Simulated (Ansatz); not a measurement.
# A workflow on SiH2Cl2 (dichlorosilane (DCS))

Wanted: a series of 28 runs (RPA@PBE/def2-SV(P), MP2/def2-SV(P), UB2GP-PLYP/def2-SV(P), CASSCF(2,2)/def2-SV(P)) of Cl2H2Si. 

The calculation is run with Ansatz 0.2.0.

## Step 1: Starting point

SiH2Cl2: 5 atoms, total charge 0, spin state singlet. As SMILES, `Cl[SiH2]Cl`. The Cl3–Si2 distance was set to 1.836 Å, away from the relaxed value.

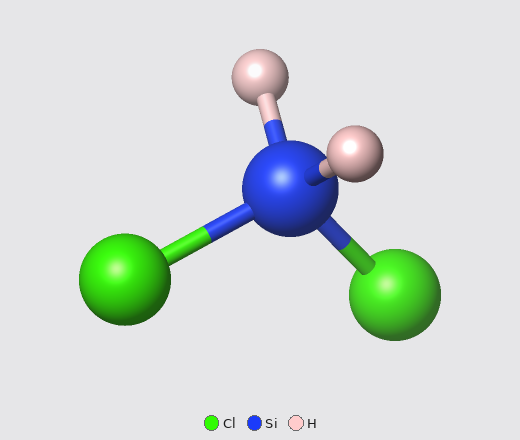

Viewed from a chosen angle; chlorine green, silicon blue, hydrogen pink.

## Step 2: A single-point energy at RPA@PBE/def2-SV(P) (run 1)

Contents of run.yaml:

```yaml
crystal:
  periodic: [false, false, false]
  atoms:
    - symbol: Cl
      position_ang: [-1.129697, -0.266555, 1.479795]
    - symbol: Si
      position_ang: [0.043203, 0.055145, -0.158405]
    - symbol: Cl
      position_ang: [-0.799200, 1.196800, -1.324000]
    - symbol: H
      position_ang: [0.258403, -1.235355, -0.840705]
    - symbol: H
      position_ang: [1.302903, 0.683445, 0.283895]
basis:
  gaussian:
    orbitals: def2-SV_P_.json
hamiltonian:
  xc: {name: PBE}
correlation:
  method: rpa
```

The basis set def2-SV(P) is read from a file made from the Basis Set Exchange's data (not shown).

The run is started by

```sh
ansatz run run.yaml --threads 1 --pin off --max-ram 2610MiB --events-out events.jsonl --progress --plain --runs-dir runs
```

The log of the run:

```text
Warning: RAYON_NUM_THREADS=1 ignored (pool sized by the plan → 1); use --threads N
Functional definition: PBE
  name "PBE"
  parameter kappa = 0.804
  parameter beta = 0.06672455060314922
  exchange = pbe_x(kappa = kappa, mu = beta*pi^2/3)
  correlation = pbe_c(beta = beta)
548 factors; integrals over basis functions are off by at most 8.4e-4 eV
mean field evaluation 1: about -32931.6145 eV, gradient 1.4e1 eV
mean field evaluation 2: about -32931.6148 eV, gradient 1.4e1 eV
mean field evaluation 4: about -32932.2211 eV, gradient 2.6e0 eV
mean field evaluation 8: about -32932.2394 eV, gradient 3.9e-2 eV
mean field -32932.23943237 eV, -1210.2374768658 hartree, gradient 2.8e-6 eV, S^2 0.000000; 0 other end points of the search recorded, 0 dependent functions left out
15 core orbitals not correlated: weight in the atoms' cores, before any rotation towards them, 1.000 or more for the frozen orbitals, at most 0.000 for the correlated occupied ones
reference -32891.94936694 eV, -1208.7568442711 hartree; 10, 10 occupied and 33, 33 virtual orbitals, 548 factors
Total energy: -32907.70329558 eV, -1209.3357904702 hartree
```

Wall time 1.5 s (1 thread of Arm Neoverse V1, shared host); peak memory 0.1 GiB.

## Step 3: The distorted shape: a single-point energy at RPA@PBE/def2-SV(P) (run 2)

Contents of molecule.yaml:

```yaml
basis:
  gaussian: {orbitals: def2-SV_P_.json}
crystal:
  periodic: [false, false, false]
  atoms:
    - {symbol: Cl, position_ang: [-1.082901, -0.329973, 1.544543]}
    - {symbol: Si, position_ang: [0.089999, -0.008273, -0.093657]}
    - {symbol: Cl, position_ang: [-0.799200, 1.196800, -1.324000]}
    - {symbol: H, position_ang: [0.305199, -1.298773, -0.775957]}
    - {symbol: H, position_ang: [1.349699, 0.620027, 0.348643]}
correlation: {method: rpa}
hamiltonian: {xc: {name: PBE}}
```

The basis set def2-SV(P) is read from a file made from the Basis Set Exchange's data (not shown).

The run is started by

```sh
ansatz run molecule.yaml --threads 1 --pin off --max-ram 2610MiB --events-out events.jsonl --progress --plain --runs-dir runs
```

The log of the run, cut to the lines that bear on the results:

```text
Warning: RAYON_NUM_THREADS=1 ignored (pool sized by the plan → 1); use --threads N
[... 6 set-up lines as earlier in the session ...]
548 factors; integrals over basis functions are off by at most 8.1e-4 eV
mean field evaluation 1: about -32932.2417 eV, gradient 1.3e1 eV
mean field evaluation 2: about -32932.2397 eV, gradient 1.3e1 eV
mean field evaluation 4: about -32932.7651 eV, gradient 1.3e0 eV
mean field evaluation 8: about -32932.7701 eV, gradient 1.9e-2 eV
mean field -32932.77009665 eV, -1210.2569784184 hartree, gradient 4.2e-6 eV, S^2 0.000000; 0 other end points of the search recorded, 0 dependent functions left out
15 core orbitals not correlated: weight in the atoms' cores, before any rotation towards them, 1.000 or more for the frozen orbitals, at most 0.000 for the correlated occupied ones
reference -32892.46726899 eV, -1208.7758768204 hartree; 10, 10 occupied and 33, 33 virtual orbitals, 548 factors
Total energy: -32908.24727402 eV, -1209.3557813089 hartree
```

Wall time 1.5 s (1 thread of Arm Neoverse V1, shared host); peak memory 0.1 GiB.

Runs 3 to 27 aren't shown in full; the table further down has their settings and results.

## Step 4: The distorted shape: energy and gradient at CASSCF(2,2)/def2-SV(P) (run 28)

Contents of input.yaml:

```yaml
crystal:
  periodic: [false, false, false]
  atoms:
    - {symbol: Cl, position_ang: [-0.755290, -0.773964, 1.997844]}
    - {symbol: Si, position_ang: [0.417610, -0.452264, 0.359644]}
    - {symbol: Cl, position_ang: [-0.799200, 1.196800, -1.324000]}
    - {symbol: H, position_ang: [0.632810, -1.742764, -0.322656]}
    - {symbol: H, position_ang: [1.677310, 0.176036, 0.801944]}
basis:
  gaussian:
    orbitals: def2-SV_P_.json
total_charge: 0
correlation:
  active_space: {window: {electrons: 2, orbitals: 2}}
output: {forces: true}
```

The basis set def2-SV(P) is read from a file made from the Basis Set Exchange's data (not shown).

The run is started by

```sh
ansatz run input.yaml --threads 1 --pin off --max-ram 2610MiB --events-out events.jsonl --progress --plain --runs-dir runs
```

The log of the run, cut to the lines that bear on the results:

```text
Warning: RAYON_NUM_THREADS=1 ignored (pool sized by the plan → 1); use --threads N
Functional definition: HF
  name "HF"
[...]
548 factors; integrals over basis functions are off by at most 7.6e-4 eV
[...]
mean field -32891.68238855 eV, -1208.7470329962 hartree, gradient 2.8e-6 eV, S^2 0.000000; 0 other end points of the search recorded, 0 dependent functions left out
reference -32891.68238855 eV, -1208.7470329962 hartree; 25, 25 occupied and 33, 33 virtual orbitals, 548 factors
state -32892.19305873 eV, -1208.7657997790 hartree
[...]
Total energy: -32892.19305873 eV, -1208.7657997790 hartree
Atom 0 at    -0.755290    -0.773964     1.997844 Å, force    -0.171087     0.113900    -0.035341 eV/Å
Atom 1 at     0.417610    -0.452264     0.359644 Å, force    -0.997251     1.449497    -1.547359 eV/Å
Atom 2 at    -0.799200     1.196800    -1.324000 Å, force     1.485238    -1.993423     2.021995 eV/Å
Atom 3 at     0.632810    -1.742764    -0.322656 Å, force    -0.127305     0.272161    -0.186145 eV/Å
Atom 4 at     1.677310     0.176036     0.801944 Å, force    -0.189595     0.157865    -0.253150 eV/Å
Dipole moment:     0.457164    -0.385816     0.233742 e Å
```

Run time: 1.9 s. Hardware: 1 thread of Arm Neoverse V1, shared host; peak memory 0.12 GiB.

## Step 5: All runs side by side

```tsv
run	level	task	frozen core orbitals	bond length	energy (Eh)	wall time
1	RPA@PBE/def2-SV(P)	energy	15	1.8362	-1209.335790	1.5 s
2	RPA@PBE/def2-SV(P)	energy	15	1.9382	-1209.355781	1.5 s
3	RPA@PBE/def2-SV(P)	energy	15	2.0402	-1209.362762	1.5 s
4	RPA@PBE/def2-SV(P)	energy	15	2.1422	-1209.361372	1.5 s
5	RPA@PBE/def2-SV(P)	energy	15	2.2442	-1209.354764	1.5 s
6	RPA@PBE/def2-SV(P)	energy	15	2.4483	-1209.333790	1.5 s
7	RPA@PBE/def2-SV(P)	energy	15	2.6523	-1209.309922	1.5 s
8	MP2/def2-SV(P)	energy	15	1.8362	-1209.128923	0.38 s
9	MP2/def2-SV(P)	energy	15	1.9382	-1209.147893	0.38 s
10	MP2/def2-SV(P)	energy	15	2.0402	-1209.153817	0.38 s
11	MP2/def2-SV(P)	energy	15	2.1422	-1209.151317	0.38 s
12	MP2/def2-SV(P)	gradient	15	2.2442	-1209.143530	0.8 s
13	MP2/def2-SV(P)	energy	15	2.4483	-1209.119909	0.38 s
14	MP2/def2-SV(P)	energy	15	2.6523	-1209.092904	0.4 s
15	UB2GP-PLYP/def2-SV(P)	energy	15	1.8362	-1210.198960	2.9 s
16	UB2GP-PLYP/def2-SV(P)	energy	15	1.9382	-1210.217765	3.3 s
17	UB2GP-PLYP/def2-SV(P)	energy	15	2.0402	-1210.223766	2.6 s
18	UB2GP-PLYP/def2-SV(P)	energy	15	2.1422	-1210.221518	3 s
19	UB2GP-PLYP/def2-SV(P)	gradient	15	2.2442	-1210.214109	6.3 s
20	UB2GP-PLYP/def2-SV(P)	gradient	15	2.4483	-1210.191481	6.6 s
21	UB2GP-PLYP/def2-SV(P)	energy	15	2.6523	-1210.165620	3.3 s
22	CASSCF(2,2)/def2-SV(P)	gradient	–	1.8362	-1208.795816	2 s
23	CASSCF(2,2)/def2-SV(P)	gradient	–	1.9382	-1208.815545	2 s
24	CASSCF(2,2)/def2-SV(P)	energy	–	2.0402	-1208.822070	1.8 s
25	CASSCF(2,2)/def2-SV(P)	energy	–	2.1422	-1208.819999	2.8 s
26	CASSCF(2,2)/def2-SV(P)	energy	–	2.2442	-1208.812475	2.7 s
27	CASSCF(2,2)/def2-SV(P)	energy	–	2.4483	-1208.789862	2.1 s
28	CASSCF(2,2)/def2-SV(P)	gradient	–	2.6523	-1208.765800	1.9 s
```

## Step 6: Summary of results

```
                                                   quantity           value
                      distorted shape, run 28: total energy  -1208.76580 Eh
distorted shape, run 28: dipole moment (correlated density)          3.08 D
          distorted shape, run 28: largest force on an atom      3.204 eV/Å
```

All runs together took 57 s, the longest 6.6 s.
